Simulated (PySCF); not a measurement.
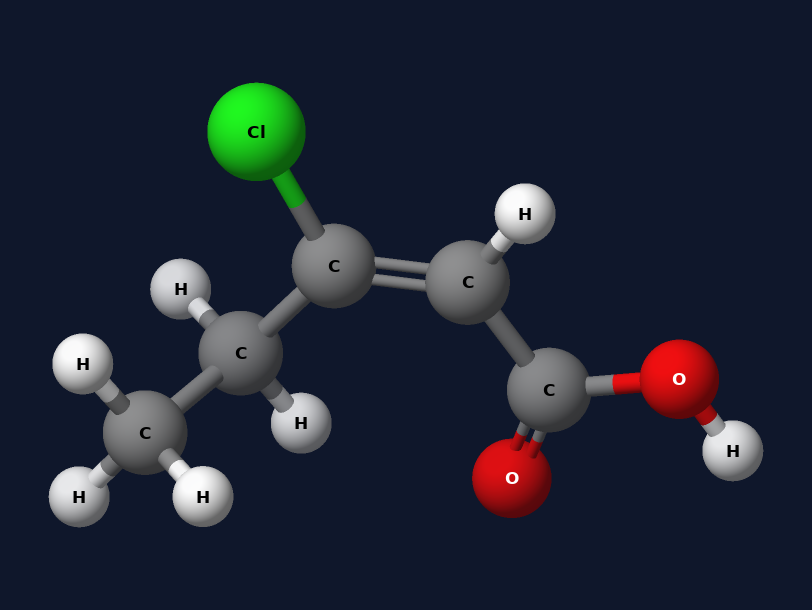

The picture shows a molecular structure as a ball-and-stick model.

The computed structure is the end point of a GFN2-xTB optimisation. No frequency run is at hand to confirm it as a minimum.

**What is the molecular formula?**

C₅H₇ClO₂, 15 atoms: 5 carbon, 7 hydrogen, 1 chlorine and 2 oxygen.

**Write the SMILES.**

CC/C(Cl)=C\C(=O)O

**How many bonds of each kind are drawn?**

6 C–H, 4 C–C, 2 C–O, 1 C–Cl, 1 O–H.

**Describe its rings.**

It has no ring.

The parts below concern this one geometry. Atoms keep their numbers from picture to picture.

## Shape

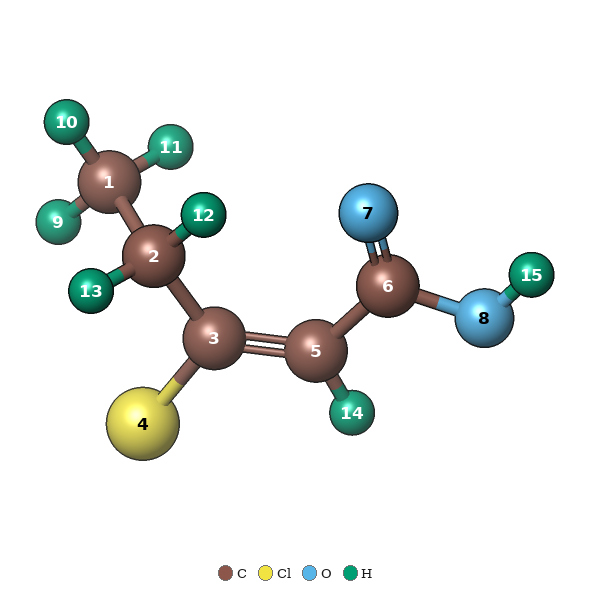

No frequency run is at hand to confirm it as a minimum.

Which atoms are bonded, and how long are the bonds?

```json
{"bond": "C1–C2", "length (Å)": "1.531", "order": "single"}
{"bond": "C1–H9", "length (Å)": "1.087", "order": "single"}
{"bond": "C1–H10", "length (Å)": "1.086", "order": "single"}
{"bond": "C1–H11", "length (Å)": "1.087", "order": "single"}
{"bond": "C2–C3", "length (Å)": "1.488", "order": "single"}
{"bond": "C2–H12", "length (Å)": "1.089", "order": "single"}
{"bond": "C2–H13", "length (Å)": "1.092", "order": "single"}
{"bond": "C3–Cl4", "length (Å)": "1.725", "order": "single"}
{"bond": "C3–C5", "length (Å)": "1.337", "order": "double"}
{"bond": "C5–C6", "length (Å)": "1.466", "order": "single"}
{"bond": "C5–H14", "length (Å)": "1.080", "order": "single"}
{"bond": "C6–O7", "length (Å)": "1.207", "order": "double"}
{"bond": "C6–O8", "length (Å)": "1.344", "order": "single"}
{"bond": "O8–H15", "length (Å)": "0.970", "order": "single"}
```

## Electronic properties

No frequency run is at hand to confirm it as a minimum. Method: PBE0/def2-SVPD, gas phase (PySCF 2.14.0). Excitations: vertical, linear response.

**Estimate the lowest vertical singlet excitation.**

4.76 eV.

**What is the dipole moment?**

0.29 D.

**Give the HOMO energy (Kohn–Sham orbital) at this level.**

−7.83 eV.

**What is the mean static polarisability?**

85.0 bohr³.

## NMR shielding

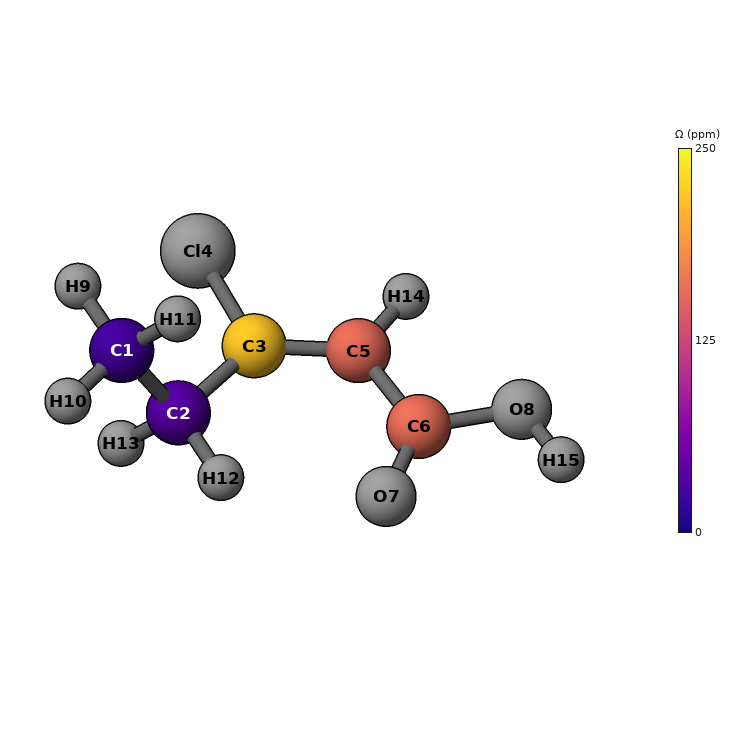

The C atoms are coloured by the span of their shielding tensor. No frequency run is at hand to confirm it as a minimum. Properties computed with GIAO PBE0/pcSseg-1 NMR shielding, non-relativistic, gas phase (PySCF 2.14.0). Principal shieldings σ11 ≤ σ22 ≤ σ33, span Ω = σ33 − σ11, skew κ = 3(σiso − σ22)/Ω.

**Which C atom has the most anisotropic shielding?**

C3, with a span of 219 ppm.

Give the shielding tensors of the C atoms.

| atom | σ11 | σ22 | σ33 | σiso | Ω | κ |
| --- | --- | --- | --- | --- | --- | --- |
| C1 | 159.4 | 166.7 | 187.0 | 171.0 | 27.6 | 0.47 |
| C2 | 133.2 | 158.5 | 172.1 | 154.6 | 38.9 | −0.30 |
| C3 | −111.1 | 23.3 | 108.1 | 6.8 | 219.2 | −0.23 |
| C5 | −25.3 | 90.0 | 132.9 | 65.9 | 158.1 | −0.46 |
| C6 | −82.0 | 55.3 | 77.4 | 16.9 | 159.5 | −0.72 |

Shieldings and span in ppm.

## Quadrupole coupling

No frequency run is at hand to confirm it as a minimum. Electric field gradients from the ground-state density, PBE0/pcSseg-1 (PySCF 2.14.0), non-relativistic apart from any core potentials.

Give the largest field-gradient component, the quadrupole coupling constant and the asymmetry for 35Cl at Cl4 (Q = −81.7 mb), 17O at O7 (Q = −25.6 mb), 17O at O8 (Q = −25.6 mb), 2H at H9 (Q = 2.86 mb), 2H at H10 (Q = 2.86 mb).

| atom | V_zz (a.u.) | e²qQ/h (MHz) | η |
| --- | --- | --- | --- |
| Cl4 | 3.733 | −71.7 | 0.18 |
| O7 | −1.546 | 9.30 | 0.03 |
| O8 | 1.643 | −9.88 | 0.46 |
| H9 | 0.312 | 0.209 | 0.03 |
| H10 | 0.317 | 0.213 | 0.03 |
